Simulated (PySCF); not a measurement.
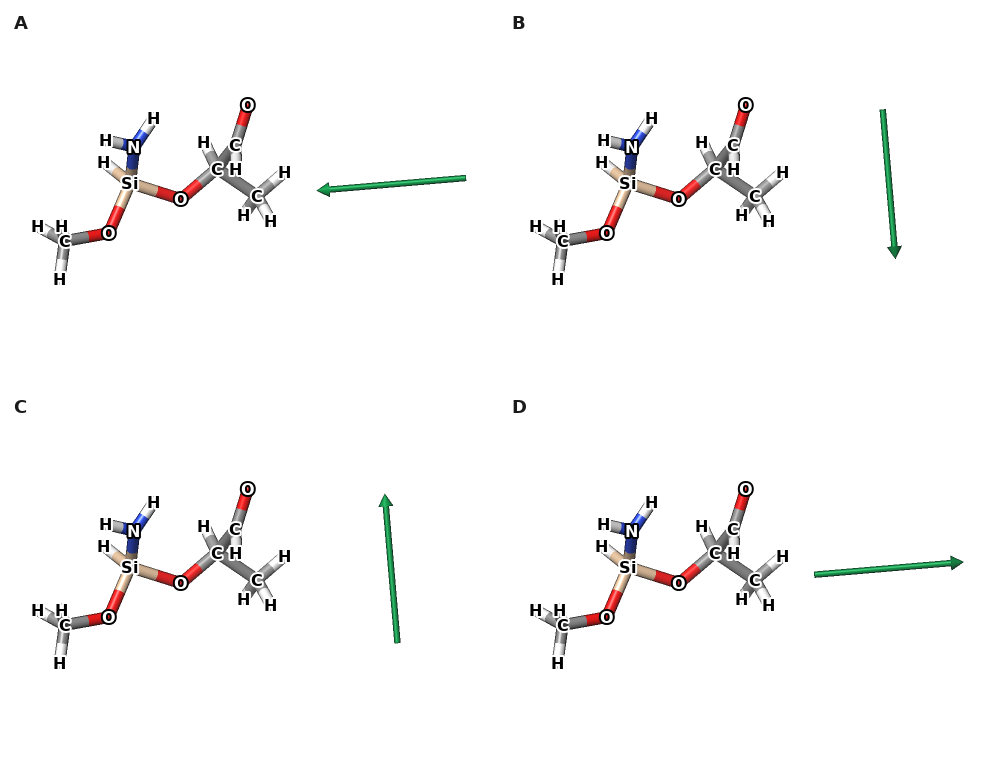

The same molecule four times, each with an arrow. The computed structure is the end point of a GFN2-xTB optimisation. No frequency run is at hand to confirm it as a minimum. Level of theory: PBE0/pcSseg-1, gas phase (PySCF 2.14.0).

> Which arrow points along the dipole moment, from the negative to the positive end?

A. The dipole moment is 2.12 D.

The geometry is semi-empirical. Around Si such bond lengths and angles can be off by a tenth of an ångström or more and by several degrees, and values that hang on the shape move with them.
